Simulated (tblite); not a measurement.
## Run report: C$_{8}$H$_{7}$OP, frequency calculation

C$_{8}$H$_{7}$OP, SMILES COc1ccc(C#P)cc1, computed with GFN2-xTB harmonic vibrations, gas phase (tblite 0.8.0).

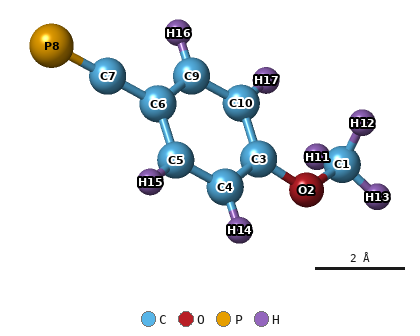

**Figure 1.** The input geometry (ball-and-stick view, seen at a tilt; atoms are numbered from 1 in the order of the input). Bond lengths as drawn: C–C 1.37 to 1.40 Å, C–H 1.08 to 1.09 Å, C–O 1.36 to 1.41 Å and C–P 1.56 Å.

Key numbers:

| quantity | value |
| --- | --- |
| outcome | converged |
| total energy | −740.5038 eV |
| zero-point energy | 78.2020 kcal/mol |
| hardware | 1 CPU thread, shared host |
| wall time | 0.66 s |
| peak memory | 0.18 GiB |

Input:
```
{"job": {"kind": "ir", "xc": "GFN2-xTB", "basis": "xTB"}, "charge": 0, "multiplicity": 1}
C     -2.982789     0.224805    -0.211357
O     -1.995584    -0.777143    -0.213846
C     -0.704489    -0.423815     0.023943
C      0.223455    -1.470407     0.007189
C      1.556068    -1.230048     0.235033
C      2.009447     0.073113     0.488790
C      3.366172     0.320964     0.720498
P      4.880838     0.586185     0.976498
C      1.077534     1.114897     0.504158
C     -0.262040     0.872806     0.274824
H     -3.049461     0.721734     0.761833
H     -2.799924     0.971648    -0.990645
H     -3.921408    -0.286689    -0.417838
H     -0.136160    -2.468099    -0.189148
H      2.267234    -2.042847     0.220727
H      1.415697     2.122605     0.698584
H     -0.951587     1.702322     0.294126
```

The first line tells a small driver script what to run in tblite; the rest is the geometry in Å.

Launched with:
```bash
OMP_NUM_THREADS=1 python <driver script> task.json out
```

Output:
```
mode    cm-1     km/mol
  1      58.0      0.05
  2      81.9      0.22
  3     111.3      5.09
  4     198.3      1.34
  5     236.1      1.74
  6     244.6      1.31
  7     327.9      3.31
  8     373.2      0.03
  9     399.6      1.92
 10     439.5      2.80
 11     486.6      3.72
 12     502.8      0.57
 13     608.1      0.11
 14     651.5     19.15
 15     669.4      2.12
 16     803.1     41.11
 17     821.9     27.06
 18     854.5      1.17
 19     898.8      0.05
 20     915.5      0.20
 21     996.5      4.60
 22    1063.8     39.35
 23    1121.8      2.07
 24    1124.1      3.52
 25    1151.0      0.60
 26    1157.2      6.70
 27    1188.4    102.83
 28    1255.6    334.01
 29    1265.8     25.23
 30    1322.0     60.36
 31    1401.5      0.92
 32    1410.0      4.23
 33    1461.2    179.23
 34    1472.1      6.01
 35    1482.8      5.17
 36    1547.4     26.83
 37    1590.6    202.09
 38    1724.4     18.96
 39    2933.1     40.47
 40    2946.3     36.75
 41    3030.0     18.81
 42    3080.2     15.57
 43    3085.7     15.09
 44    3101.0     44.51
 45    3107.6     25.30
```

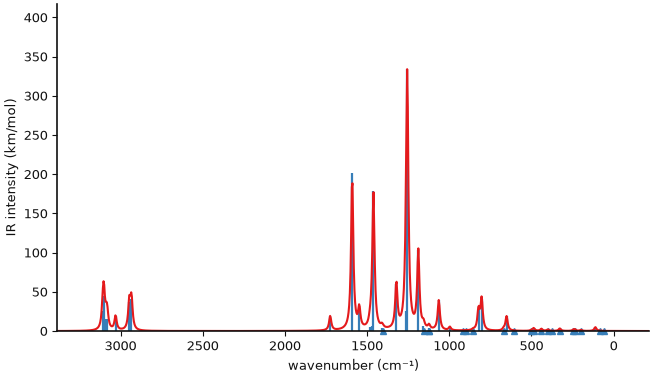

**Figure 2.** Harmonic infrared spectrum, unscaled: sticks (degenerate modes added up, dark ones marked on the axis) with a Lorentzian envelope of 16 cm⁻¹ full width, scaled to the tallest stick. 45 modes from 58 to 3108 cm⁻¹, none imaginary. The strongest line is at 1256 cm⁻¹ (334 km/mol).
